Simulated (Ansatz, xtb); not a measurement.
## Redistribution: CH4 + C2H2O → CH4O + C2H2

Species: CH4 (methane) `C`, singlet; C2H2O (ethynol) `C#CO`, singlet; CH4O (methanol) `CO`, singlet; C2H2 (acetylene) `C#C`, singlet. The partners trade H for OH; both sit on C, so the bond types are kept.

Shapes, held fixed at every level: PBE0-D4/def2-TZVP. Programs: Ansatz 0.2.0, xtb 6.7.1. The zero-point and thermal change to 298 K, harmonic and unscaled (PBE0-D4/def2-TZVP), is +3.3 kJ/mol.

**The experiment to reproduce.** Tabulated heats of formation (Active Thermochemical Tables): CH4 -74.5; C2H2O +92.7; CH4O -200.7; C2H2 +228.3 kJ/mol, which give ΔH(298 K) = +9.5 kJ/mol.

| level | kind | ΔH (kJ/mol) | computed − measured |
| --- | --- | --- | --- |
| GFN2-xTB | semi-empirical | +58.6 | +49.1 |
| HF/def2-TZVPP | Hartree–Fock | +7.6 | -1.9 |
| PBE-D4/def2-TZVPP | GGA | +28.8 | +19.3 |
| B3LYP-D4/def2-TZVPP | global hybrid | +19.9 | +10.5 |
| PBE0-D4/def2-TZVPP | global hybrid | +25.8 | +16.3 |
| wB97X-V/def2-TZVPP | range-separated hybrid | +16.9 | +7.4 |
| MP2/def2-TZVPP | perturbation theory | +12.5 | +3.1 |
| CCSD(T)/def2-TZVPP | coupled cluster or CI | +9.5 | 0.0 |
| CCSD(T)/CBS estimate | coupled cluster or CI | +7.4 | -2.1 |

Nearest: CCSD(T)/def2-TZVPP (0.0); farthest: GFN2-xTB (+49.1). 5 of 9 levels lie within 10 kJ/mol. The CBS estimate extrapolates MP2 from def2-TZVPP and def2-QZVPP and adds CCSD(T) − MP2 in the triple-zeta set, cores frozen.

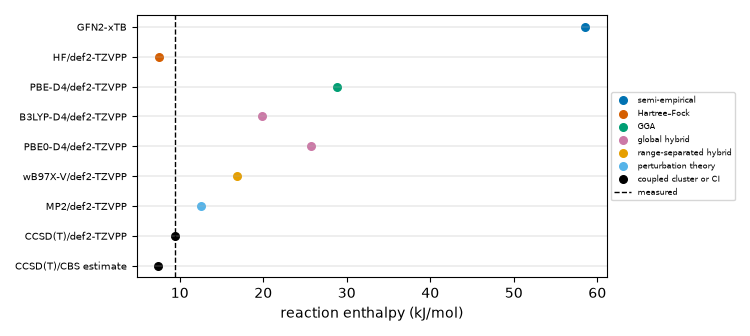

The values of the table, level by level.
